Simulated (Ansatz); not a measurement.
# C10H19NO2Zr: what the fields show

Input

```
crystal:
  periodic: [false, false, false]
  atoms:
    - {symbol: C, position_ang: [-1.817937, 3.115600, 0.500122]}
    - {symbol: O, position_ang: [-1.524870, 1.770098, 0.372286]}
    - {symbol: Zr, position_ang: [-0.575664, 0.190431, -0.232197]}
    - {symbol: O, position_ang: [-1.694339, -0.862917, -1.415924]}
    - {symbol: C, position_ang: [-2.117610, -1.439067, -2.599761]}
    - {symbol: N, position_ang: [-0.452264, -0.966997, 1.460782]}
    - {symbol: C, position_ang: [-0.262256, -0.428232, 2.780372]}
    - {symbol: C, position_ang: [-0.388506, -2.403293, 1.439794]}
    - {symbol: C, position_ang: [0.949329, 1.801888, -1.511452]}
    - {symbol: C, position_ang: [0.880530, 0.637640, -2.290768]}
    - {symbol: C, position_ang: [1.496250, -0.409198, -1.562870]}
    - {symbol: C, position_ang: [1.972861, 0.110969, -0.338116]}
    - {symbol: C, position_ang: [2.775368, -0.620346, 0.683761]}
    - {symbol: C, position_ang: [1.607956, 1.475820, -0.301138]}
    - {symbol: H, position_ang: [-0.972358, 3.743818, 0.187403]}
    - {symbol: H, position_ang: [-2.686515, 3.388851, -0.111225]}
    - {symbol: H, position_ang: [-2.051155, 3.361998, 1.543093]}
    - {symbol: H, position_ang: [-2.963523, -0.886344, -3.026186]}
    - {symbol: H, position_ang: [-2.443415, -2.472488, -2.430621]}
    - {symbol: H, position_ang: [-1.313527, -1.458468, -3.348504]}
    - {symbol: H, position_ang: [0.715199, -0.703224, 3.209944]}
    - {symbol: H, position_ang: [-0.326803, 0.663633, 2.768568]}
    - {symbol: H, position_ang: [-1.031774, -0.792054, 3.478661]}
    - {symbol: H, position_ang: [-1.161637, -2.850227, 2.083715]}
    - {symbol: H, position_ang: [-0.549912, -2.785832, 0.427847]}
    - {symbol: H, position_ang: [0.582940, -2.786274, 1.793755]}
    - {symbol: H, position_ang: [0.542452, 2.768568, -1.771122]}
    - {symbol: H, position_ang: [0.411092, 0.545103, -3.259513]}
    - {symbol: H, position_ang: [1.602851, -1.433805, -1.892945]}
    - {symbol: H, position_ang: [2.522403, -1.681224, 0.707554]}
    - {symbol: H, position_ang: [3.843469, -0.538890, 0.459319]}
    - {symbol: H, position_ang: [2.615818, -0.214205, 1.683590]}
    - {symbol: H, position_ang: [1.815539, 2.158660, 0.511764]}
basis:
  gaussian: {orbitals: def2-TZVPP}
hamiltonian: {xc: pbe0, dispersion: d4}
output: {orbitals: {seedname: orbitals}}
```

Launched as:

```sh
ansatz run in.yaml --threads 11 --pin off --events-out ev --progress --plain --max-ram 166912MiB --backend cuda --devices 0, --max-vram 75GiB
```

Geometry: PBE0-D4/def2-TZVP; core potentials replace the inner electrons of Zr.

These are results of RKS PBE0-D4/def2-TZVPP in Ansatz, not measurements.

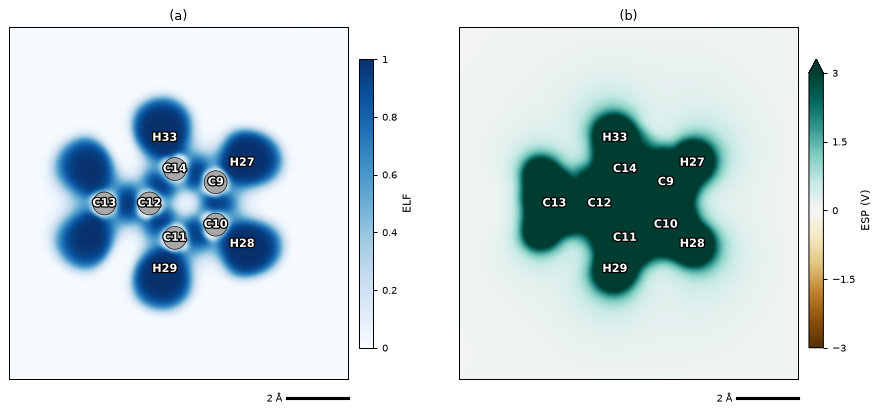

Figure 1. (a) ELF; (b) molecular electrostatic potential on the plane of atoms C9, C10 and C11. Grey discs cover the atomic cores in the ELF map.

### Describe what can be read from this map.

The section cuts through C and H sites. C–C (1.40 Å): the ELF peaks at about 0.95 between the atoms (localised, covalent bonding). C–H (1.08 Å): the ELF climbs to about 1 towards the hydrogen, as it does in any bond to H: a covalent bond by its length. The potential has no marked negative region in this plane.

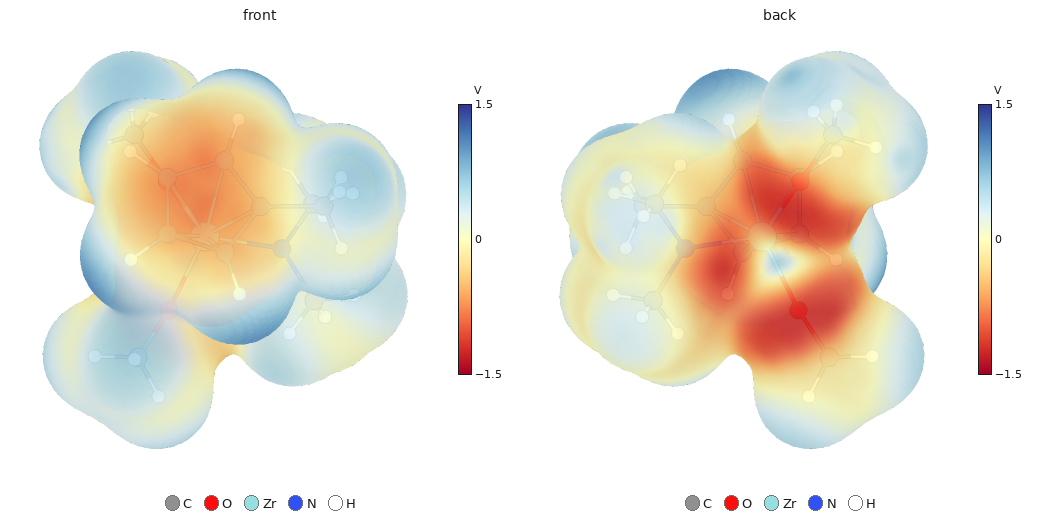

Figure 2. The molecular electrostatic potential painted on the density surface at 0.002 e/bohr³, seen from the front and from behind; the colour scale runs from red (negative) to blue (positive).

### Describe the electrostatic potential map.

The most negative region (about −1.2 V) lies over O2, O4 and N6, the most positive (about +1.0 V) over the H and Zr atoms.

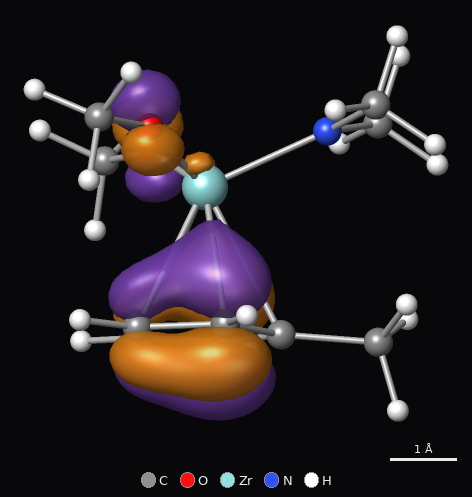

Figure 3. The HOMO−1 at ±0.15 Å⁻³ᐟ² (orange and purple are the two phases), seen from one side.

### Describe this orbital and give its energy.

Its weight (Hirshfeld) is mainly on C14 (about 20 %), C11 (about 20 %), C9 (about 10 %), C10 (about 10 %), Zr3 (about 10 %), O2 (about 10 %) and O4 (about 10 %). Its energy is −6.84 eV.
